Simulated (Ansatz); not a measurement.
**ClHO3W: basis-set convergence**

How large a basis does ClHO3W need? Two functionals are run in growing sets.

Computed with Ansatz 0.2.0, Gaussian basis. Level: one geometry, several basis sets.

The runs, in order: PBE0-D4/def2-SVP; ωB97M-V/def2-SVP; PBE0-D4/def2-QZVPP; ωB97M-V/def2-QZVPP; the functionals' def2-TZVPP values are taken from earlier runs.

### Step 1. The geometry

An earlier PBE0-D4 in a triple-zeta def2 set relaxation fixed the geometry. W takes the def2 core potential; no spin-orbit term is included.

SMILES `[O]=[W](=[O])([OH])[Cl]`, 6 atoms, charge 0, spin multiplicity 1.

Atoms are counted from 1 here; the program's logs count them from 0.

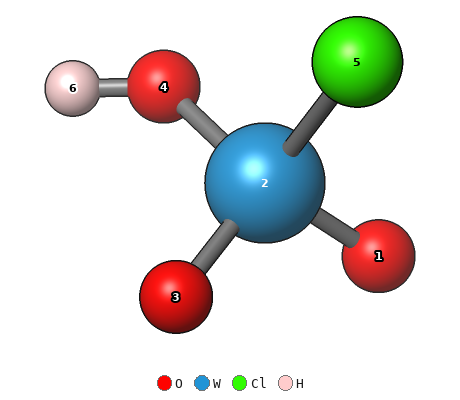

The geometry (oxygen red, tungsten blue, chlorine green, hydrogen pink); atoms are numbered from 1 in the order of the file.

As a file:

```xyz
6
ClHO3W
O    -0.4961   -1.8621   -0.4229
W     0.1721   -0.3124   -0.2312
O     1.6119   -0.4731    0.6538
O    -1.0426    0.7466    0.7202
Cl    0.6427    0.5657   -2.2664
H    -0.8458    1.2713    1.5002
```

### Step 2. PBE0-D4 in def2-SVP

The input, in.yaml:

```yaml
crystal:
  periodic: [false, false, false]
  atoms:
    - {symbol: O, position_ang: [-0.496063, -1.862103, -0.422873]}
    - {symbol: W, position_ang: [0.172094, -0.312388, -0.231225]}
    - {symbol: O, position_ang: [1.611933, -0.473146, 0.653825]}
    - {symbol: O, position_ang: [-1.042638, 0.746642, 0.720188]}
    - {symbol: Cl, position_ang: [0.642696, 0.565669, -2.266377]}
    - {symbol: H, position_ang: [-0.845821, 1.271325, 1.500161]}
basis:
  gaussian: {orbitals: def2-SVP}
hamiltonian: {xc: pbe0, dispersion: d4}
output: {orbitals: {seedname: orbitals}}
```

Launch:

```
ansatz run in.yaml --threads 4 --pin off --events-out ev --progress --plain --max-ram 10444MiB
```

Further steps of the session: ωB97M-V in def2-SVP; PBE0-D4 in def2-QZVPP; ωB97M-V in def2-QZVPP.

**Question.** What will the summary of the whole plan be? Wanted: PBE0-D4: double and triple zeta above quadruple; ωB97M-V: double and triple zeta above quadruple.

As calculated:

```
                                       quantity           value
PBE0-D4: double and triple zeta above quadruple  13.40, 0.72 eV
ωB97M-V: double and triple zeta above quadruple  13.51, 0.68 eV
```

In words: For PBE0-D4 the step from double to triple zeta gains 12.68 eV and the next only 0.72 eV. Total energies overstate the basis error of differences, where much of it tends to cancel.
